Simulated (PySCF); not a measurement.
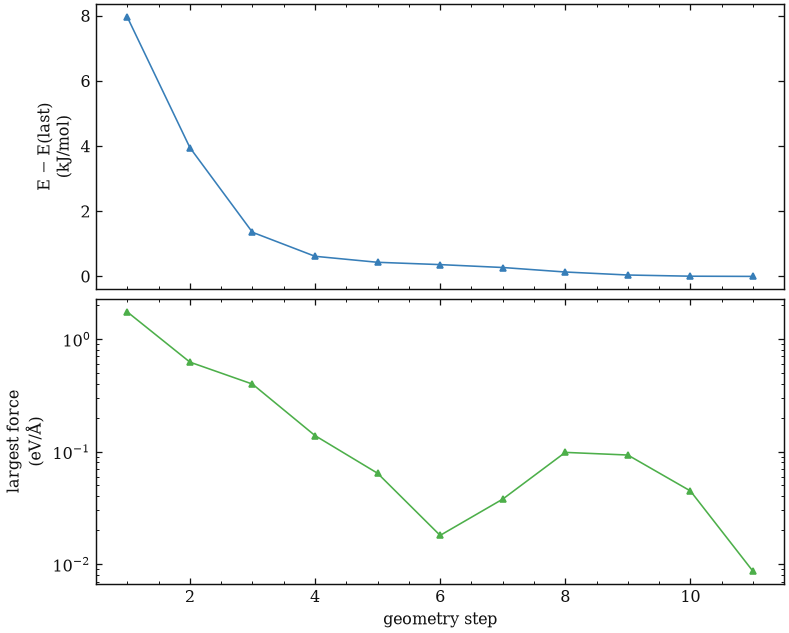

History of a geometry optimisation.

System: 2-methyl-2-oxazoline (SMILES CC1=NCCO1).
Method: PySCF, PBE0-D3(BJ)/def2-SVP, geometry optimisation.

> How did it end, and what did it gain?

The optimisation met its thresholds at geometry 11, counting the start as the first. The energy fell by about 8 kJ/mol from the first step to the last. The largest force goes from about 1.7 eV/Å at the start to 9 × 10⁻³ eV/Å at the end.

> By which step was nine tenths of the energy gained?

By step 4 of 11.
